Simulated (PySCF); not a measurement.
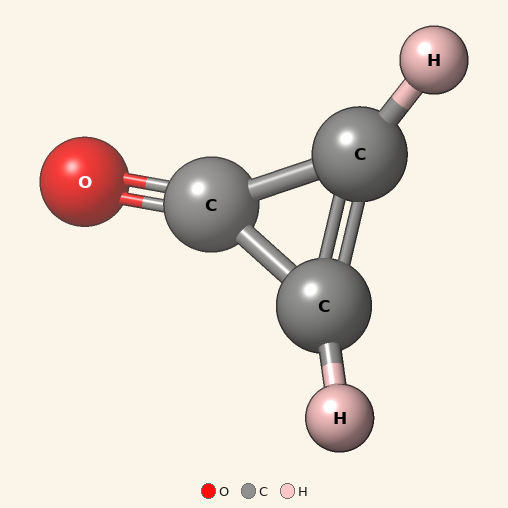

Orthographic view. Depth is shown by fading: the farther an atom, the more it takes the colour of the background. Geometry: a frame of a GFN2-xTB molecular-dynamics simulation, not a minimum.

Give the standard InChI.

InChI=1S/C3H2O/c4-3-1-2-3/h1-2H
